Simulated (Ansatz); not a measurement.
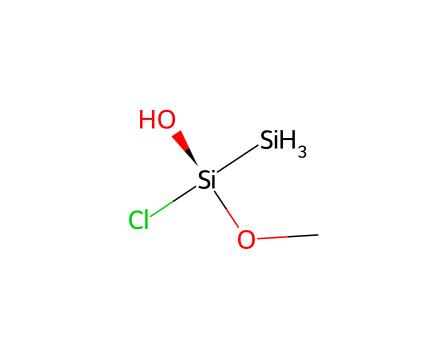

(Drawn from a calculation with Ansatz.)

Skeletal drawing of a molecule.

### Write the SMILES.

CO[Si@@](O)([SiH3])Cl

### What is the molecular formula?

CH7ClO2Si2.

### An optimisation with PBE0-D4/def2-TZVP gave a structure of which point group?

C1.
